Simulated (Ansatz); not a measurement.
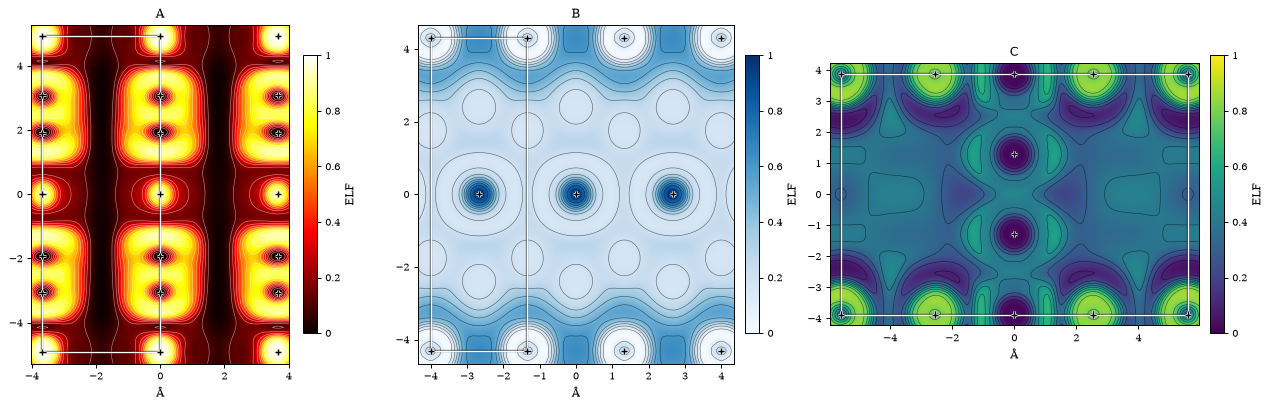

The electron localisation function of 3 systems, each on a plane through atoms (crosses mark nuclei in the plane).

Theory: DFT PBE, scalar-relativistic, plane waves, PAW (Ansatz 0.2.0).

System 1: AlCu5, the (011) plane of the conventional cell. Space group Pmmm; a structure generated by program, which may or may not match a known phase; computed without spin polarisation.

System 2: CoCuC4N4, the (110) plane of the conventional cell. Space group P4/mmm; a structure generated by program, which may or may not match a known phase; spin-polarised.

```xyz
10
Lattice="6.9611 0.0000 0.0000 0.0000 6.9611 0.0000 0.0000 0.0000 3.6670" Properties=species:S:1:pos:R:3 pbc="T T T"
Co    3.4806    3.4806    0.0000
Cu    0.0000    0.0000    0.0000
C     1.3552    5.6059    0.0000
C     5.6059    1.3552    0.0000
C     1.3552    1.3552    0.0000
C     5.6059    5.6059    0.0000
N     2.1790    4.7821    0.0000
N     4.7821    2.1790    0.0000
N     2.1790    2.1790    0.0000
N     4.7821    4.7821    0.0000
```

System 3: YHf2Ge3, the (110) plane of the conventional cell. Space group P6/mmm; a structure generated by program, which may or may not match a known phase; computed without spin polarisation.

### Which map belongs to which system?

Panel A is system 2, CoCuC4N4: the plane holds Co, Cu, C and N. C–N (1.17 Å): the ELF peaks at about 0.85 between the atoms. Panel B is system 1, AlCu5: the plane holds Al and Cu. Al–Al (2.67 Å): the ELF peaks at about 0.65 between the atoms. Panel C is system 3, YHf2Ge3: the plane holds Y, Hf and Ge. Hf–Ge (2.55 Å): the ELF is about 0.50 at the midpoint.
